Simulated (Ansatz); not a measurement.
**SiH2Cl− (SMILES [SiH2-]Cl): levels of theory compared**

Aim: a comparison of 6 runs (PBE/STO-3G, r2SCAN0/STO-3G, MP2/STO-3G, CCSDT/STO-3G, CCSD/STO-3G, UCCSD(T)/STO-3G) of SiH2Cl−. 

The calculation is run with Ansatz 0.2.0.

1 further run of the same task is left out (set aside as unsound or not needed).

## Step 1: The system as given

SiH2Cl−: 4 atoms, total charge -1, spin state singlet. As SMILES, `[SiH2-]Cl`. The H4–Si1 distance was set to 3.732 Å, away from the relaxed value. At this shape a bond of the SMILES string is far longer than usual.

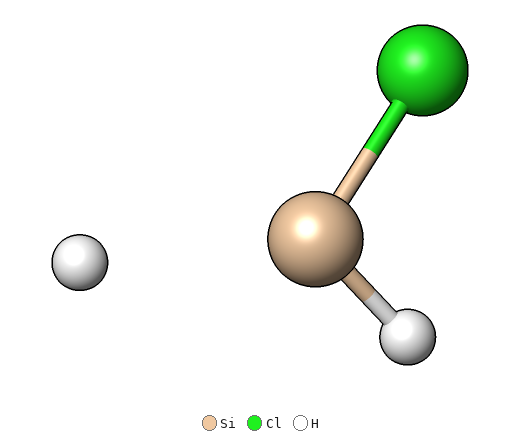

The structure, seen from a chosen angle (silicon light orange, chlorine green, hydrogen white).

## Step 2: The energy at PBE/STO-3G (run 1)

Contents of molecule.yaml:

```yaml
crystal:
  periodic: [false, false, false]
  atoms:
    - {symbol: Si, position_ang: [-0.899994, 0.074807, 2.425593]}
    - {symbol: Cl, position_ang: [1.260006, -0.478903, 2.946203]}
    - {symbol: H, position_ang: [-1.383174, -1.334003, 2.337053]}
    - {symbol: H, position_ang: [-0.213160, 0.668840, -1.193830]}
basis:
  gaussian: {orbitals: STO-3G}
hamiltonian: {xc: {name: PBE}}
accuracy: high
total_charge: -1
```

Started as:

```bash
$ ansatz run molecule.yaml --threads 1 --pin off --max-ram 2610MiB --events-out events.jsonl --progress --plain --runs-dir runs
```

What it wrote:

```text
Warning: RAYON_NUM_THREADS=1 ignored (pool sized by the plan → 1); use --threads N
Functional definition: PBE
  name "PBE"
  parameter kappa = 0.804
  parameter beta = 0.06672455060314922
  exchange = pbe_x(kappa = kappa, mu = beta*pi^2/3)
  correlation = pbe_c(beta = beta)
334 factors; integrals over basis functions are off by at most 1.9e-8 eV
mean field evaluation 1: about -20182.1075 eV, gradient 1.8e1 eV
mean field evaluation 2: about -20161.1534 eV, gradient 3.7e1 eV
mean field evaluation 4: about -20183.4581 eV, gradient 1.1e1 eV
mean field evaluation 8: about -20183.0621 eV, gradient 9.8e0 eV
mean field evaluation 16: about -20187.4041 eV, gradient 3.2e-9 eV
mean field -20187.40413837 eV, -741.8734185710 hartree, gradient 4.0e-9 eV, S^2 0.000000; 0 other end points of the search recorded, 0 dependent functions left out
reference -20187.40414038 eV, -741.8734186450 hartree; 17, 17 occupied and 3, 3 virtual orbitals, 334 factors
Total energy: -20187.40414038 eV, -741.8734186450 hartree
```

Wall time 1.1 s (1 thread of Arm Neoverse V1, shared host); peak memory 0.091 GiB.

## Step 3: A single-point energy at r2SCAN0/STO-3G (run 2)

molecule.yaml: that of step 2 with these lines changed.

```diff
@@ -1 +1,3 @@
+basis:
+  gaussian: {orbitals: STO-3G}
 crystal:
@@ -7,6 +9,5 @@
     - {symbol: H, position_ang: [-0.213160, 0.668840, -1.193830]}
-basis:
-  gaussian: {orbitals: STO-3G}
-hamiltonian: {xc: {name: PBE}}
+total_charge: -1
+magnetization: {spin_polarized: false, initial_magnetization: 0}
+hamiltonian: {xc: {name: r2SCAN0}}
 accuracy: high
-total_charge: -1
```

Started as:

```bash
$ ansatz run molecule.yaml --threads 1 --pin off --max-ram 2610MiB --events-out events.jsonl --progress --plain --runs-dir runs
```

What it wrote:

```text
Warning: RAYON_NUM_THREADS=1 ignored (pool sized by the plan → 1); use --threads N
Functional definition: r2SCAN0
  name "r2SCAN0"
  parameter a = 0.25
  parameter k0 = 0.174
  parameter k1 = 0.065
  parameter a1 = 4.9479
  exchange = (1 - a)*r2scan_x(k0 = k0, k1 = k1, a1 = a1) + a*exact_x
  correlation = r2scan_c
334 factors; integrals over basis functions are off by at most 1.9e-8 eV
mean field evaluation 1: about -20192.3065 eV, gradient 1.5e1 eV
mean field evaluation 2: about -20173.6429 eV, gradient 2.8e1 eV
mean field evaluation 4: about -20196.2951 eV, gradient 1.2e0 eV
mean field evaluation 8: about -20196.2949 eV, gradient 1.2e0 eV
mean field evaluation 16: about -20196.3099 eV, gradient 3.2e-9 eV
mean field -20196.30988714 eV, -742.2006988019 hartree, gradient 3.3e-9 eV, S^2 0.000000; 0 other end points of the search recorded, 0 dependent functions left out
reference -20196.30988748 eV, -742.2006988145 hartree; 17, 17 occupied and 3, 3 virtual orbitals, 334 factors
Total energy: -20196.30988748 eV, -742.2006988145 hartree
```

It took 2.8 s on 1 thread of Arm Neoverse V1, shared host; peak memory 0.13 GiB.

Runs 3 to 4 aren't shown in full; the table further down has their settings and results.

## Step 4: A single-point energy at CCSD/STO-3G (run 5)

Contents of in.yaml:

```yaml
basis:
  gaussian:
    orbitals: STO-3G
crystal:
  periodic: [false, false, false]
  atoms:
    - {symbol: Si, position_ang: [-0.899994, 0.074807, 2.425593]}
    - {symbol: Cl, position_ang: [1.260006, -0.478903, 2.946203]}
    - {symbol: H, position_ang: [-1.383174, -1.334003, 2.337053]}
    - {symbol: H, position_ang: [-0.213160, 0.668840, -1.193830]}
correlation:
  method: ccsd
  frozen_orbitals: {Cl: 5, H: 0, Si: 5}
scf:
  omitted_lower_state_checks: [cluster_reference, increment]
accuracy: high
total_charge: -1
```

Started as:

```bash
$ ansatz run in.yaml --threads 1 --pin off --max-ram 2610MiB --events-out events.jsonl --progress --plain --runs-dir runs
```

What it wrote, cut to the lines that bear on the results:

```text
Warning: RAYON_NUM_THREADS=1 ignored (pool sized by the plan → 1); use --threads N
Functional definition: HF
  name "HF"
[...]
334 factors; integrals over basis functions are off by at most 1.9e-8 eV
[...]
mean field -20162.62983878 eV, -740.9629798537 hartree, gradient 9.3e-9 eV, S^2 0.000000; 0 other end points of the search recorded, 0 dependent functions left out; unrestricted orbitals would lower it
10 core orbitals not correlated: weight in the atoms' cores, before any rotation towards them, 1.000 or more for the frozen orbitals, at most 0.000 for the correlated occupied ones
reference -20162.62983878 eV, -740.9629798537 hartree; 7, 7 occupied and 3, 3 virtual orbitals, 334 factors
second order -2.37923315 eV of doubles, -0.00000000 eV of singles
cycle   1  -1.80978016 eV  change   -4.9e-1 eV  update   1.6e-1
[...]
cycle  33  -4.11243389 eV  change   1.4e-10 eV  update  5.1e-10
WARN: these amplitudes may be one of several solutions (largest doubles amplitude 1.28, level shift 6.40 eV)
Total energy: -20166.74227267 eV, -741.1141090117 hartree
Checks for a lower state left out: cluster_reference, increment
```

It took 0.18 s on 1 thread of Arm Neoverse V1, shared host.

## Step 5: The energy at UCCSD(T)/STO-3G (run 6)

Contents of in.yaml:

```yaml
basis:
  gaussian: {orbitals: STO-3G}
crystal:
  periodic: [false, false, false]
  atoms:
    - {symbol: Si, position_ang: [-0.899994, 0.074807, 2.425593]}
    - {symbol: Cl, position_ang: [1.260006, -0.478903, 2.946203]}
    - {symbol: H, position_ang: [-1.383174, -1.334003, 2.337053]}
    - {symbol: H, position_ang: [-0.213160, 0.668840, -1.193830]}
accuracy: high
magnetization: {spin_polarized: true, initial_magnetization: 0}
scf: {omitted_lower_state_checks: [cluster_reference, increment]}
correlation: {method: ccsd_t, frozen_orbitals: {Cl: 5, H: 0, Si: 5}}
total_charge: -1
```

Started as:

```bash
$ ansatz run in.yaml --threads 1 --pin off --max-ram 2610MiB --events-out events.jsonl --progress --plain --runs-dir runs
```

What it wrote, cut to the lines that bear on the results:

```text
Warning: RAYON_NUM_THREADS=1 ignored (pool sized by the plan → 1); use --threads N
[... 2 set-up lines as earlier in the session ...]
[...]
334 factors; integrals over basis functions are off by at most 1.9e-8 eV
[...]
mean field -20165.90895007 eV, -741.0834849711 hartree, gradient 2.4e-8 eV, S^2 1.000416; 6 other end points of the search recorded, 0 dependent functions left out
10 core orbitals not correlated: weight in the atoms' cores, before any rotation towards them, 1.000 or more for the frozen orbitals, at most 0.000 for the correlated occupied ones
reference -20165.90895007 eV, -741.0834849711 hartree; 7, 7 occupied and 3, 3 virtual orbitals, 334 factors
second order -0.57484175 eV of doubles, -0.00000000 eV of singles
cycle   1  -0.74309795 eV  change   -1.7e-1 eV  update   4.0e-2
[...]
cycle  35  -0.85300394 eV  change   5.4e-10 eV  update   1.3e-9
perturbative correction -0.00522991 eV, -0.0001921957 hartree
Total energy: -20166.76718392 eV, -741.1150244835 hartree
Checks for a lower state left out: cluster_reference, increment
```

Wall time 0.4 s (1 thread of Arm Neoverse V1, shared host).

## Step 6: The series

| run | level | frozen core orbitals | energy (Eh) | wall time |
| --- | --- | --- | --- | --- |
| 1 | PBE/STO-3G | – | -741.873419 | 1.1 s |
| 2 | r2SCAN0/STO-3G | – | -742.200699 | 2.8 s |
| 3 | MP2/STO-3G | 10 | -741.050415 | 0.16 s |
| 4 | CCSDT/STO-3G | 10 | -741.115823 | 0.24 s |
| 5 | CCSD/STO-3G | 10 | -741.114109 | 0.18 s |
| 6 | UCCSD(T)/STO-3G | 10 | -741.115024 | 0.4 s |

## Step 7: Results

| quantity | value |
| --- | --- |
| run 6: total energy | -741.11502 Eh |
| run 6: correlation energy (10 core orbitals frozen) | -31.5 mEh |
| run 6: (T) correction | -0.19 mEh |
| run 6: ⟨S²⟩ of the reference determinant | 1.000 |
| run 6: T1 diagnostic | 0.008 |

**Reading.** Totals of different functionals can't be ranked against each other. In run 5 the T1 diagnostic is large, so a single reference may not serve. In runs 3, 4, 5 the log says that unrestricted orbitals would lower the reference, so the values rest on an unstable closed-shell determinant (other closed-shell runs at this shape may share the fault). In runs 1, 2, 3, 4, 5, 6 the basis is minimal, so the values are rough. Spin contamination of the reference: run 6 ⟨S²⟩ = 1.00. Where it is this large, the reference is a mixture of spin states, and values that rest on it are in doubt. All runs together took 4.9 s, the longest 2.8 s.
